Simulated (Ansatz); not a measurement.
## Two runs on Al₃

System: Al₃, charge −1.
Method of run A: RHF-MP2, frozen core/def2-TZVPD (Ansatz 0.2.0).

The geometry comes from this level: r2SCAN-D4/def2-TZVPD. Text and figures count atoms from 1; the logs count them from 0 in places.

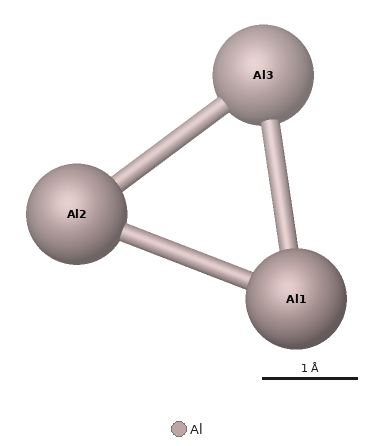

Figure 1. The input geometry (ball-and-stick view, seen at a tilt; atoms are numbered from 1 in the order of the input). Sticks mark near contacts. Bond lengths as drawn: Al–Al 2.49 to 2.50 Å.

**Input, run A**
```yaml
crystal:
  periodic: [false, false, false]
  atoms:
    - {symbol: Al, position_ang: [-0.059248, -0.027632, 0.036290]}
    - {symbol: Al, position_ang: [1.704852, -1.303219, -1.186340]}
    - {symbol: Al, position_ang: [1.806897, 1.188251, -1.083351]}
basis:
  gaussian: {orbitals: def2-TZVPD, initial_orbitals: start.molden}
total_charge: -1
correlation: {method: mp2}
scf: {omitted_lower_state_checks: [starts]}
output: {orbitals: {seedname: orbitals}}
```

Launched with:
```bash
ansatz run in.yaml --threads 4 --pin off --events-out ev --progress --plain --max-ram 3916MiB
```

Hardware: 4 threads of Arm Neoverse V2, 23 GiB of memory available, shared host.

**Output (run A)**
```
Functional definition: HF
  exchange = exact_x
  correlation = 0
these checks for a lower state are left out or cut short: starts
817 factors; integrals over basis functions are off by at most 7.3e-4 eV
mean field evaluation 1: about -19746.6101 eV, gradient 2.8e1 eV
mean field evaluation 2: about -19747.0746 eV, gradient 7.1e-1 eV
mean field evaluation 4: about -19747.3616 eV, gradient 2.4e-2 eV
mean field evaluation 8: about -19747.3623 eV, gradient 2.2e-6 eV
mean field -19747.36229294 eV, -725.7021790226 hartree, gradient 6.3e-6 eV, S^2 0.000000; 0 other end points of the search recorded, 0 dependent functions left out; unrestricted orbitals would lower it
mean field evaluation 16: about -19747.8989 eV, gradient 8.8e-1 eV
15 core orbitals not correlated: weight in the atoms' cores, before any rotation towards them, 1.000 or more for the frozen orbitals, at most 0.000 for the correlated occupied ones
reference -19747.36229294 eV, -725.7021790226 hartree; 5, 5 occupied and 109, 109 virtual orbitals, 817 factors
second order -6.31757873 eV of doubles, -0.00000000 eV of singles
Total energy: -19753.67987167 eV, -725.9343457589 hartree
Checks for a lower state left out: starts
```

For run B the input was changed thus:
```diff
-    - {symbol: Al, position_ang: [-0.059248, -0.027632, 0.036290]}
-    - {symbol: Al, position_ang: [1.704852, -1.303219, -1.186340]}
-    - {symbol: Al, position_ang: [1.806897, 1.188251, -1.083351]}
+    - {symbol: Al, position_ang: [-0.153520, -0.027640, 0.097010]}
+    - {symbol: Al, position_ang: [1.746905, -1.399599, -1.219953]}
+    - {symbol: Al, position_ang: [1.859116, 1.284639, -1.110458]}
+magnetization: {spin_polarized: true, initial_magnetization: 4}
```

Predict how the results change.

With the same method and basis, run B lies 14.9 kcal/mol higher. The LUMO goes from 3.74 to 3.96 eV.

**Output (run B)**
```
Functional definition: HF
  exchange = exact_x
  correlation = 0
these checks for a lower state are left out or cut short: starts
823 factors; integrals over basis functions are off by at most 8.1e-4 eV
mean field evaluation 1: about -19747.3969 eV, gradient 2.0e1 eV
mean field evaluation 2: about -19747.8283 eV, gradient 6.3e-1 eV
mean field evaluation 4: about -19748.0650 eV, gradient 5.2e-2 eV
mean field evaluation 8: about -19748.0664 eV, gradient 3.9e-6 eV
mean field -19748.06642166 eV, -725.7280552757 hartree, gradient 4.5e-6 eV, S^2 6.033498; 0 other end points of the search recorded, 0 dependent functions left out
15 core orbitals not correlated: weight in the atoms' cores, before any rotation towards them, 1.000 or more for the frozen orbitals, at most 0.000 for the correlated occupied ones
reference -19748.06642166 eV, -725.7280552757 hartree; 7, 3 occupied and 107, 111 virtual orbitals, 823 factors
second order -4.96741903 eV of doubles, -0.00000000 eV of singles
Total energy: -19753.03384068 eV, -725.9106045579 hartree
Checks for a lower state left out: starts
```

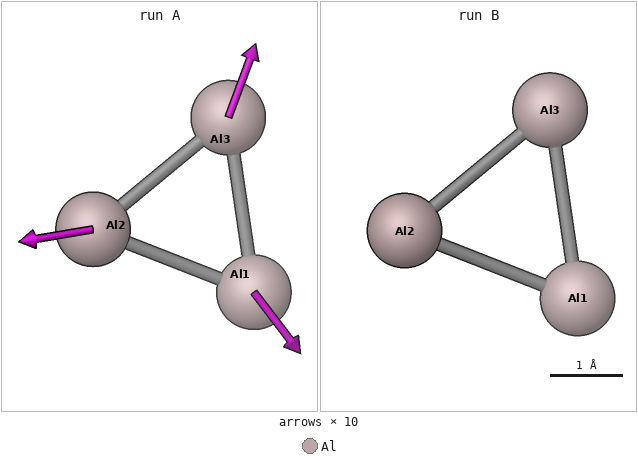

Figure 2. The two input geometries at one scale (ball-and-stick view, seen at a tilt). The pink arrows on the first give the shifts of the atoms after the best rigid fit, magnified 10 times. The largest moves after the best rigid fit, 0.11 Å, are those of Al1, Al2 and Al3. Among the contacts that change: Al1–Al3 2.493 → 2.689 Å, Al1–Al2 2.497 → 2.689 Å.

**The two runs side by side**

| quantity | run A | run B |
| --- | --- | --- |
| outcome | converged | converged |
| total energy (hartree) | −725.934346 | −725.910605 |
| HOMO (eV) | −1.70 | −1.70 |
| LUMO (eV) | 3.74 | 3.96 |
| ⟨S²⟩ | – | 6.033 |
| wall time (shared host) | 0.9 s | 1.2 s |
